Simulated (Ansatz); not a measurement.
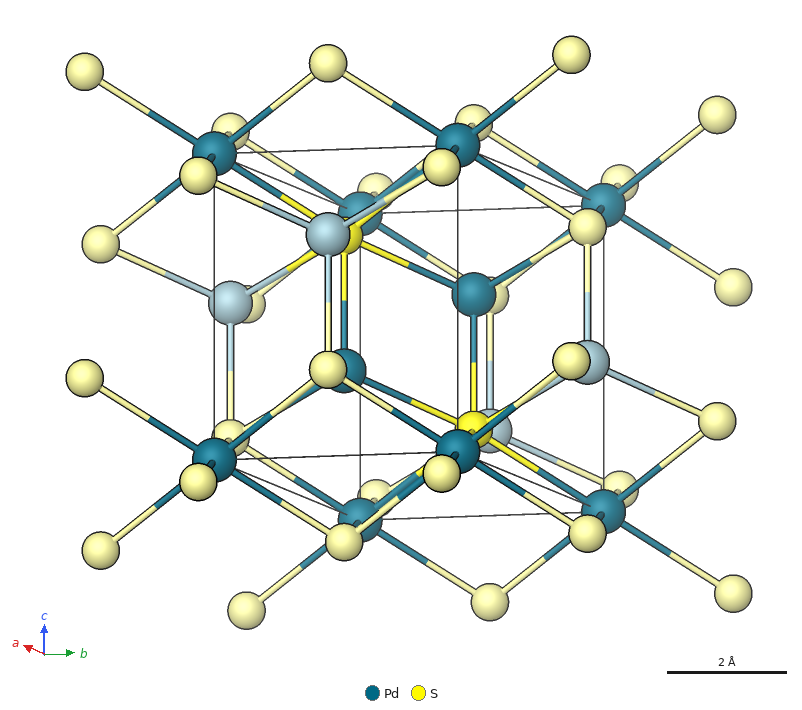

The crystal in a ball-and-stick representation, seen from a general direction. Thin lines show the conventional unit cell, with boundary atoms drawn in all their periodic places. The first bonded neighbours in the surrounding cells are also shown, in fainter colours.

Lattice: a = 4.15 Å, b = 4.15 Å, c = 5.45 Å, α = 90.00°, β = 90.00°, γ = 120.00°.

> What composition does the cell have?

Pd3S2. The cell holds 3 Pd, 2 S, counting shared atoms by their share.

> Space group?

P-3m1 (No. 164), with Pd on 1a, Pd on 2d and S on 2d.

> Coordination numbers?

The bond counts per atom are Pd 4 to 6 (mean 4.7) and S 7. Not all metal-metal contacts are counted.

The cell started as a textbook structure type filled with these elements (whether it is the usual form wasn't checked). Relaxation method: DFT PBE, scalar-relativistic, plane waves, PAW (Ansatz 0.2.0).
